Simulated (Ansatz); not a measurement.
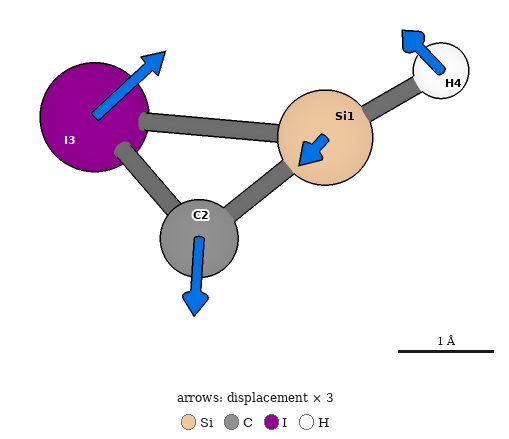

This is a relaxation of CHISi. The starting structure is drawn; blue arrows show the displacements, 3 times their true length. The two geometries are superimposed by the best rigid fit.

Style: ball-and-stick. Shown at a tilt.

It is one of the separated reactants of a reaction.

The calculation used RKS PBE-D4/def2-SVP (Ansatz 0.2.0). Set-up: force threshold 0.03 eV/Å; at most 250 steps.

Describe the change and its energy.

Answer. The largest move after the best rigid fit is that of I3, 0.35 Å. By element the largest moves are I 0.35 Å, C 0.32 Å, H 0.27 Å, Si 0.15 Å. Among the contacts that change: C2–I3 2.174 → 2.515 Å, Si1–I3 2.746 → 2.540 Å, Si1–H4 1.420 → 1.513 Å, Si1–C2 1.702 → 1.770 Å. Among the angles between lasting bonds that change: I3–Si1–H4 141.2° → 119.0°, Si1–C2–I3 89.4° → 70.3°, C2–Si1–I3 52.3° → 68.7°. After 11 accepted moves (14 points after the start) the energy has fallen by 0.400 eV. Largest force component: 1.6 eV/Å at the start, 0.025 eV/Å at the end. The line search rejected the trial steps at points 9, 11, 13 of the run. The forces were under the threshold at step 7, but the run went on from there. Cost: 13 s on 2 threads of Arm Neoverse V2, on a shared host.
